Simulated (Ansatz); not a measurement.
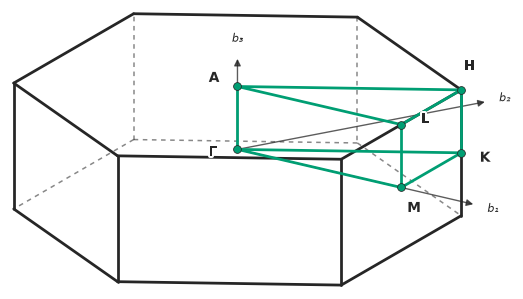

The first Brillouin zone and its special points. Crystal: Sn₂As₃, the end point of a relaxation with DFT PBE, scalar-relativistic, plane waves, PAW (Ansatz); the starting structure was generated, so it need not be a known form of this composition. All values are computed from the atomic coordinates in the standard setting (tolerance 0.002 Å).

Space group No. 164, P-3m1; a = 3.899 Å, b = 3.899 Å, c = 9.681 Å, α = 90.00°, β = 90.00°, γ = 120.00°.

Labels and path follow the convention of Hinuma et al. (2017), as computed by seekpath; the arrows show the directions of the reciprocal primitive vectors b₁, b₂, b₃, in which coordinates are given; lengths include the factor 2π.

Q: List the special points with their coordinates and distances from Γ.

A:
```csv
point,k₁,k₂,k₃,length of k (1/Å)
Γ,0,0,0,0.000
A,0,0,1/2,0.325
K,1/3,1/3,0,1.074
H,1/3,1/3,1/2,1.122
M,1/2,0,0,0.930
L,1/2,0,1/2,0.985
```

Q: What is the zone's volume?

A: (2π)³ over the primitive cell's volume of 127.43 Å³: 1.95 Å⁻³.
